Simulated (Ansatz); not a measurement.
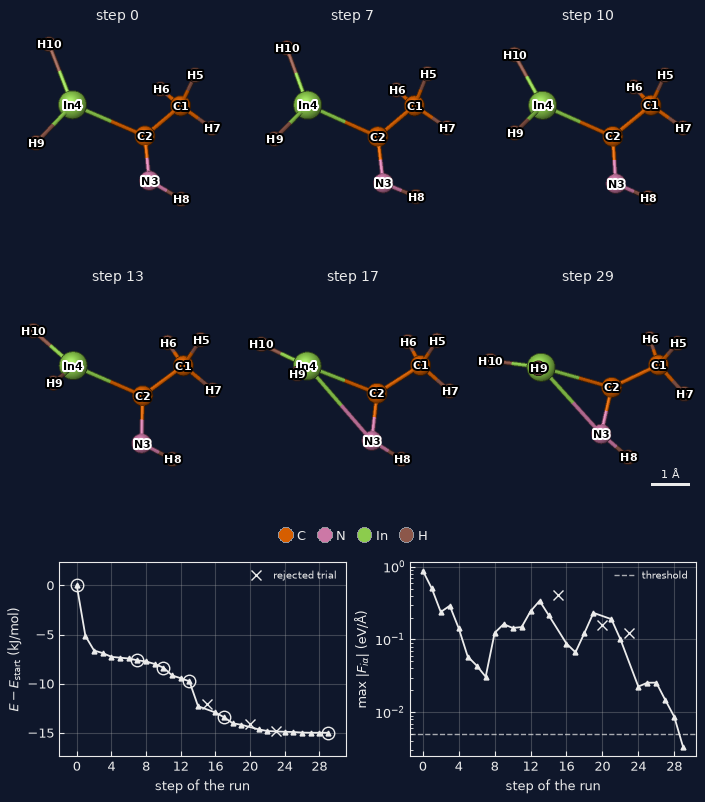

Frames of a relaxation of C2H6InN, marked on the history of the run. A ball-and-stick model, seen at a tilt.

The start comes from GFN2-xTB.

Method: RKS PBE0-D4/def2-TZVP (Ansatz). Set-up: force threshold 0.005 eV/Å; at most 150 steps.

Describe the path.

Answer. Over 26 accepted moves (29 points after the start) the energy falls by 15.0 kJ/mol. The largest force component goes from 0.88 to 0.0033 eV/Å. The line search rejected the trial steps at points 15, 20, 23 of the run. The largest move after the best rigid fit is that of H10, 1.77 Å. Largest moves by element: H 1.77 Å, N 0.69 Å, C 0.29 Å, In 0.07 Å. Near-neighbour distances that change, for instance: N3–In4 2.907 → 2.551 Å, C2–In4 2.237 → 2.161 Å, In4–H10 1.771 → 1.719 Å, C2–N3 1.254 → 1.273 Å. Bond angles that change, for instance: C1–C2–In4 122.5° → 141.8°, N3–C2–In4 109.5° → 92.2°, C2–In4–H10 124.7° → 117.1°. Groups turn about C2–In4 by about 85°. From step 0 to 7: H10 moves most (0.23 Å), energy −7.62 kJ/mol. From step 7 to 10: H10 moves most (0.33 Å), energy −0.74 kJ/mol. From step 10 to 13: H10 moves most (0.56 Å), energy −1.39 kJ/mol. From step 13 to 17: H10 moves most (0.39 Å), energy −3.65 kJ/mol. From step 17 to 29: H10 moves most (0.45 Å), energy −1.58 kJ/mol.
